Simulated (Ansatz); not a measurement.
**UCCSD/STO-3G run of SiPH4 (SMILES [SiH2]P)**

Aim: the energy change on altering one bond length of SiPH4 at UCCSD/STO-3G, from 2 runs. 

The calculation is run with Ansatz 0.2.0.

47 further runs of the same task are left out: 47 set aside as unsound or not needed.

## (1) Starting point

SiPH4: 6 atoms, total charge 0, spin state doublet. As SMILES, `[SiH2]P`. The shape is that of a GFN2-xTB optimisation. This is one conformer, not always the lowest.

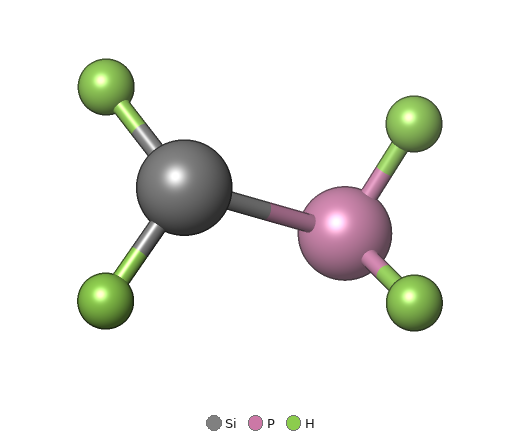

The structure, seen from a chosen angle (silicon grey, phosphorus pink, hydrogen green).

## (2) A single-point energy at UCCSD/STO-3G

File in.yaml:

```yaml
crystal:
  periodic: [false, false, false]
  atoms:
    - symbol: Si
      position_ang: [0.127020, -0.986120, -0.104660]
    - symbol: P
      position_ang: [-0.338670, 1.170000, 0.142220]
    - symbol: H
      position_ang: [-0.300620, -1.724700, 1.087920]
    - symbol: H
      position_ang: [-0.579260, -1.514310, -1.276300]
    - symbol: H
      position_ang: [0.434680, 1.617150, -0.915300]
    - symbol: H
      position_ang: [0.656850, 1.437980, 1.066130]
basis:
  gaussian:
    orbitals: STO-3G
magnetization:
  spin_polarized: true
  initial_magnetization: 1
correlation:
  method: ccsd
  frozen_orbitals: {H: 0, P: 5, Si: 5}
accuracy: high
scf:
  omitted_lower_state_checks: [cluster_reference, increment]
```

Started as:

```bash
$ ansatz run in.yaml --threads 1 --pin off --max-ram 2610MiB --events-out events.jsonl --progress --plain --runs-dir runs
```

The log of the run:

```text
Warning: RAYON_NUM_THREADS=1 ignored (pool sized by the plan → 1); use --threads N
Functional definition: HF
  name "HF"
  exchange = exact_x
  correlation = 0
these checks for a lower state are left out or cut short: cluster_reference, increment
391 factors; integrals over basis functions are off by at most 2.7e-9 eV
mean field evaluation 1: about -17000.9159 eV, gradient 5.3e0 eV
mean field evaluation 2: about -17000.9429 eV, gradient 5.3e0 eV
mean field evaluation 4: about -17001.4394 eV, gradient 6.6e-1 eV
mean field evaluation 8: about -17001.4556 eV, gradient 7.0e-3 eV
mean field -17001.45558586 eV, -624.7919687797 hartree, gradient 8.1e-8 eV, S^2 0.752357; 0 other end points of the search recorded, 0 dependent functions left out
10 core orbitals not correlated: weight in the atoms' cores, before any rotation towards them, 1.000 or more for the frozen orbitals, at most 0.000 for the correlated occupied ones
reference -17001.45558586 eV, -624.7919687797 hartree; 7, 6 occupied and 5, 6 virtual orbitals, 391 factors
second order -1.77098384 eV of doubles, -0.00000000 eV of singles
cycle   1  -2.30138330 eV  change   -5.3e-1 eV  update   6.3e-2
cycle   2  -2.59233210 eV  change   -2.9e-1 eV  update   2.5e-2
cycle   3  -2.60156436 eV  change   -9.2e-3 eV  update   5.4e-3
cycle   4  -2.60208494 eV  change   -5.2e-4 eV  update   1.9e-3
cycle   5  -2.60213609 eV  change   -5.1e-5 eV  update   7.4e-4
cycle   6  -2.60193346 eV  change    2.0e-4 eV  update   2.6e-4
cycle   7  -2.60201243 eV  change   -7.9e-5 eV  update   6.3e-5
cycle   8  -2.60203349 eV  change   -2.1e-5 eV  update   2.5e-5
cycle   9  -2.60201781 eV  change    1.6e-5 eV  update   1.1e-5
cycle  10  -2.60201979 eV  change   -2.0e-6 eV  update   3.9e-6
cycle  11  -2.60202014 eV  change   -3.5e-7 eV  update   1.5e-6
cycle  12  -2.60202011 eV  change    2.4e-8 eV  update   5.7e-7
cycle  13  -2.60201945 eV  change    6.7e-7 eV  update   2.0e-7
cycle  14  -2.60201942 eV  change    2.7e-8 eV  update   6.6e-8
cycle  15  -2.60201946 eV  change   -4.0e-8 eV  update   3.0e-8
cycle  16  -2.60201946 eV  change   -4.1e-9 eV  update   1.7e-8
cycle  17  -2.60201914 eV  change    3.2e-7 eV  update   7.0e-8
cycle  18  -2.60201901 eV  change    1.4e-7 eV  update   2.5e-8
cycle  19  -2.60201899 eV  change    1.7e-8 eV  update   6.8e-9
cycle  20  -2.60201899 eV  change  -8.2e-10 eV  update   2.7e-9
cycle  21  -2.60201899 eV  change   -1.9e-9 eV  update   1.0e-9
cycle  22  -2.60201899 eV  change  -1.2e-10 eV  update  3.4e-10
Total energy: -17004.05760485 eV, -624.8875912141 hartree
Checks for a lower state left out: cluster_reference, increment
```

Run time: 0.22 s. Hardware: 1 thread of AMD EPYC 9R14 (Zen 4), shared host.

## (3) The distorted shape at the same level

File run.yaml:

```yaml
crystal:
  periodic: [false, false, false]
  atoms:
    - {symbol: Si, position_ang: [0.233923, -0.801488, -0.402784]}
    - {symbol: P, position_ang: [-0.231767, 1.354632, -0.155904]}
    - {symbol: H, position_ang: [-0.300620, -1.724700, 1.087920]}
    - {symbol: H, position_ang: [-0.472357, -1.329678, -1.574424]}
    - {symbol: H, position_ang: [0.541583, 1.801782, -1.213424]}
    - {symbol: H, position_ang: [0.763753, 1.622612, 0.768006]}
basis:
  gaussian: {orbitals: STO-3G}
scf: {omitted_lower_state_checks: [cluster_reference, increment]}
accuracy: high
correlation: {method: ccsd, frozen_orbitals: {H: 0, P: 5, Si: 5}}
magnetization: {spin_polarized: true, initial_magnetization: 1}
```

Started as:

```bash
$ ansatz run run.yaml --threads 1 --pin off --max-ram 2610MiB --events-out events.jsonl --progress --plain --runs-dir runs
```

The log of the run:

```text
Warning: RAYON_NUM_THREADS=1 ignored (pool sized by the plan → 1); use --threads N
Functional definition: HF
  name "HF"
  exchange = exact_x
  correlation = 0
these checks for a lower state are left out or cut short: cluster_reference, increment
390 factors; integrals over basis functions are off by at most 4.1e-9 eV
mean field evaluation 1: about -16999.1126 eV, gradient 6.9e0 eV
mean field evaluation 2: about -16999.1400 eV, gradient 6.8e0 eV
mean field evaluation 4: about -16999.9418 eV, gradient 9.8e-1 eV
mean field evaluation 8: about -16999.9766 eV, gradient 4.6e-3 eV
mean field -16999.97533902 eV, -624.7375707120 hartree, gradient 2.1e-8 eV, S^2 0.751939; 0 other end points of the search recorded, 0 dependent functions left out
10 core orbitals not correlated: weight in the atoms' cores, before any rotation towards them, 1.000 or more for the frozen orbitals, at most 0.000 for the correlated occupied ones
reference -16999.97533902 eV, -624.7375707120 hartree; 7, 6 occupied and 5, 6 virtual orbitals, 390 factors
second order -1.99294982 eV of doubles, -0.00000000 eV of singles
cycle   1  -2.61491984 eV  change   -6.2e-1 eV  update   7.4e-2
cycle   2  -2.98270568 eV  change   -3.7e-1 eV  update   3.1e-2
cycle   3  -2.99161645 eV  change   -8.9e-3 eV  update   6.0e-3
cycle   4  -2.99317160 eV  change   -1.6e-3 eV  update   2.6e-3
cycle   5  -2.99377720 eV  change   -6.1e-4 eV  update   1.3e-3
cycle   6  -2.99341936 eV  change    3.6e-4 eV  update   5.7e-4
cycle   7  -2.99368166 eV  change   -2.6e-4 eV  update   2.1e-4
cycle   8  -2.99375577 eV  change   -7.4e-5 eV  update   9.0e-5
cycle   9  -2.99369651 eV  change    5.9e-5 eV  update   3.3e-5
cycle  10  -2.99371739 eV  change   -2.1e-5 eV  update   1.3e-5
cycle  11  -2.99372408 eV  change   -6.7e-6 eV  update   4.9e-6
cycle  12  -2.99372481 eV  change   -7.3e-7 eV  update   2.0e-6
cycle  13  -2.99372229 eV  change    2.5e-6 eV  update   8.5e-7
cycle  14  -2.99372213 eV  change    1.6e-7 eV  update   2.8e-7
cycle  15  -2.99372242 eV  change   -2.9e-7 eV  update   1.3e-7
cycle  16  -2.99372249 eV  change   -7.3e-8 eV  update   5.3e-8
cycle  17  -2.99372250 eV  change   -1.3e-8 eV  update   2.8e-8
cycle  18  -2.99372249 eV  change    8.9e-9 eV  update   1.8e-8
cycle  19  -2.99372223 eV  change    2.7e-7 eV  update   8.3e-8
cycle  20  -2.99372214 eV  change    8.2e-8 eV  update   3.1e-8
cycle  21  -2.99372213 eV  change    1.6e-8 eV  update   1.1e-8
cycle  22  -2.99372213 eV  change    2.1e-9 eV  update   4.3e-9
cycle  23  -2.99372212 eV  change   5.6e-10 eV  update   1.5e-9
Total energy: -17002.96906115 eV, -624.8475879708 hartree
Checks for a lower state left out: cluster_reference, increment
```

Run time: 0.22 s. Hardware: 1 thread of AMD EPYC 9R14 (Zen 4), shared host.

## (4) What came out

At UCCSD/STO-3G, 10 core orbitals frozen:

```
                                                          quantity          value
                                         first shape: total energy  -624.88759 Eh
         first shape: correlation energy (10 core orbitals frozen)      -95.6 mEh
                    first shape: ⟨S²⟩ of the reference determinant          0.752
                                        first shape: T1 diagnostic          0.009
                                     distorted shape: total energy  -624.84759 Eh
     distorted shape: correlation energy (10 core orbitals frozen)     -110.0 mEh
                distorted shape: ⟨S²⟩ of the reference determinant          0.752
                                    distorted shape: T1 diagnostic          0.010
energy change with the Si1–H3 bond stretched from 1.467 to 1.833 Å       1.089 eV
```

In words: With the Si1–H3 bond stretched from 1.467 to 1.833 Å the energy rises by 1.09 eV (105 kJ/mol). The first shape isn't relaxed at this level, so the change isn't measured from a minimum. The minimal basis adds a large error of its own.
